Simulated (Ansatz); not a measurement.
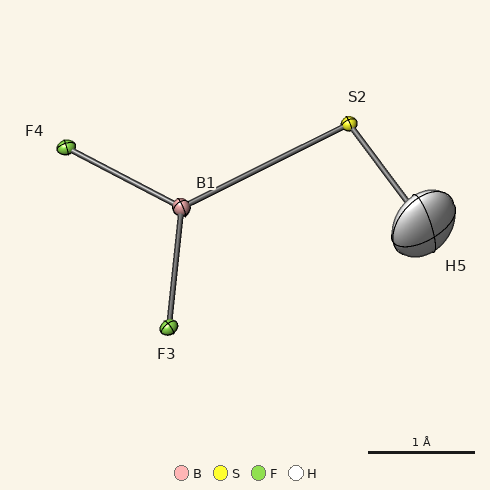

Displacement ellipsoids at the 50 % level, enlarged 1.5 times, from the internal vibrations of the free molecule (harmonic, no overall translation or rotation; no half-axis is drawn under 0.075 Å). Vibrations computed with RKS PBE0-D4/def2-TZVP (Ansatz 0.2.0). Temperature: 100 K.

Give the displacement parameters, one line for each set of equivalent atoms.

```tsv
atom	U_eq (Å²)	rms amplitudes (Å)
B1	0.0017	0.035, 0.038, 0.048
S2	0.00035	0.008, 0.018, 0.026
F3	0.00080	0.012, 0.028, 0.038
F4	0.00082	0.012, 0.028, 0.039
H5	0.0236	0.079, 0.148, 0.207
```
